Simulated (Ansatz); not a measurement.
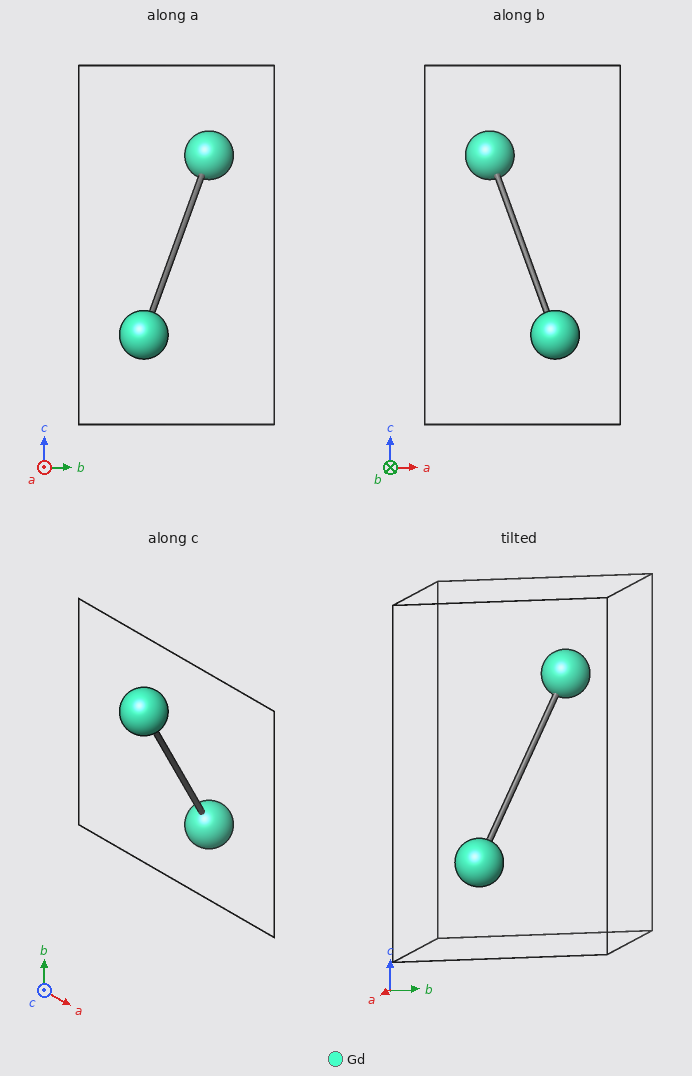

Drawn in the ball-and-stick manner and seen along the a axis, along the b axis, along the c axis and slightly off an axis. The edges of the conventional unit cell are marked.

Lattice parameters: a = 3.6400 Å, b = 3.6400 Å, c = 5.7803 Å, α = 90.000°, β = 90.000°, γ = 120.000°.

**Write down what is shown as a CIF with its space group and independent sites.**

```cif
data_structure
_symmetry_space_group_name_H-M 'P 63/m m c'
_symmetry_Int_Tables_number 194
_cell_length_a 3.6400
_cell_length_b 3.6400
_cell_length_c 5.7803
_cell_angle_alpha 90.000
_cell_angle_beta 90.000
_cell_angle_gamma 120.000
_cell_volume 66.33
loop_
_atom_site_label
_atom_site_type_symbol
_atom_site_symmetry_multiplicity
_atom_site_Wyckoff_symbol
_atom_site_fract_x
_atom_site_fract_y
_atom_site_fract_z
_atom_site_occupancy
Gd1 Gd 2 d 0.3333 0.6667 0.7500 1
```

The initial geometry was the standard structure of this element. Earlier steps of the study may have refined or changed the cell and positions. It was set up as input for a calculation with Ansatz.
